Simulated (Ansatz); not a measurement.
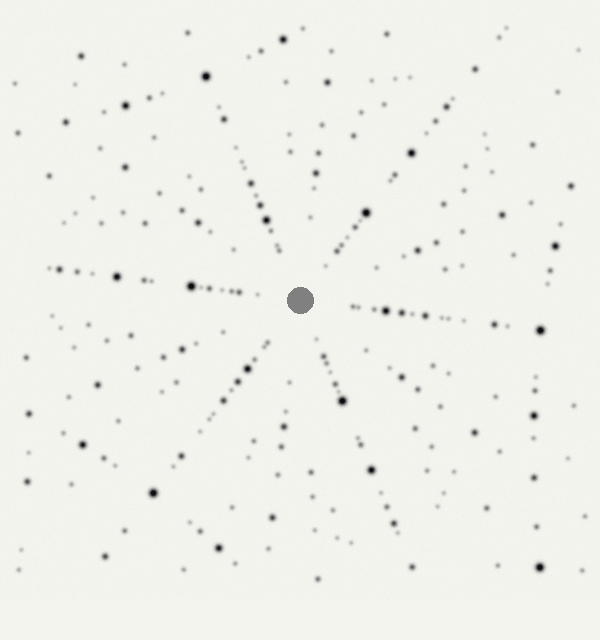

Simulated back-reflection Laue pattern (white X-rays, 0.45 to 2.2 Å, flat plate covering ±45° about the beam, kinematic intensities, seen from the source).

What symmetry does the pattern show?

3m: a threefold axis with three mirror lines.

The crystal is KRb2WF6, space group Fm-3m (No. 225), a = 9.206 Å. Structure: the geometry relaxed with DFT, PAW plane waves, pbe (Ansatz 0.2.0); the starting structure was generated, so it need not be a known form of this composition.

Which direction points towards the source?

[111] or one equivalent to it by a rotation of the Laue group. In Laue class m-3m no other family of directions with a member of indices 0 and ±1 has this symmetry.
